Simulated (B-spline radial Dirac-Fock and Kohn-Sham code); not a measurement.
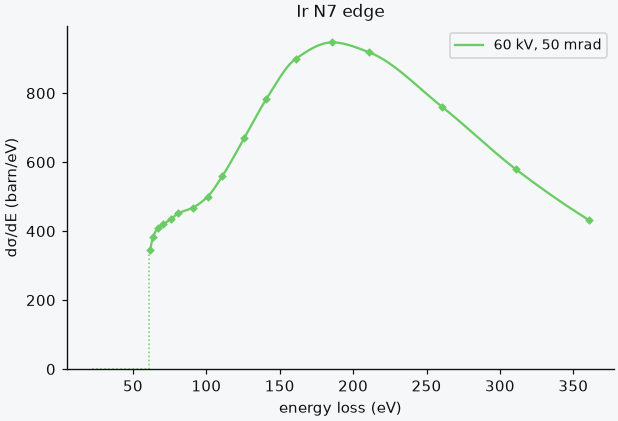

**Figure.** Energy-differential cross section of an inner-shell edge in electron energy loss, for the beam voltage and collection angle in the key. The figure is for atomic Ir, N7 (4f7/2) edge at 60.8 eV. Method: the first Born approximation on oscillator strengths in a Dirac–Hartree–Slater potential with a Latter tail, continuum alone (no white lines or fine structure) (computed with a B-spline radial code).

The spectrum shows a delayed maximum about 120 eV above the edge: 350 b/eV just above threshold, 950 b/eV at most and 430 b/eV 300 eV higher, for 60 kV, 50 mrad. Integrated over the first 100 eV that is 60000 b.
